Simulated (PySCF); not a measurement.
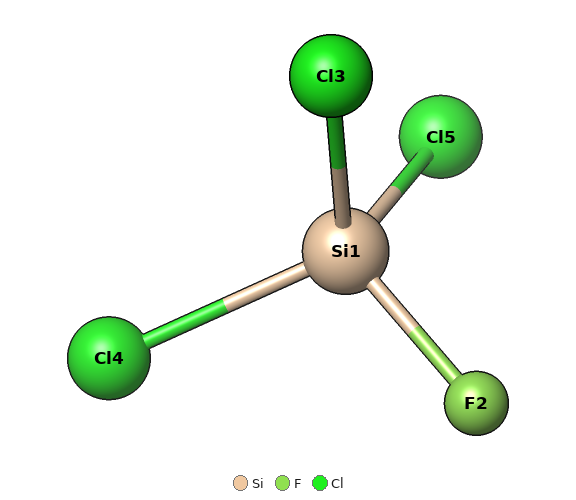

Computed geometry: PBE0-D3(BJ)/def2-SVP optimisation. No frequency run is at hand to confirm it as a minimum. Method: delta-SCF UKS SCAN, pcX-2 on the ionised atom (unc-x2c-TZVPall on a metal), pcseg-1 elsewhere, spin-free X2C (PySCF 2.14.0).

Give the core-electron binding energies (to vacuum; p and d levels without spin–orbit splitting) of Si1 1s, Si1 2p, F2 1s, Cl3 1s, Cl3 2p.

| atom | level | binding energy (eV) |
| --- | --- | --- |
| Si1 | 1s | 1851.0 |
| Si1 | 2p | 111.0 |
| F2 | 1s | 693.5 |
| Cl3 | 1s | 2829.8 |
| Cl3 | 2p | 207.7 |
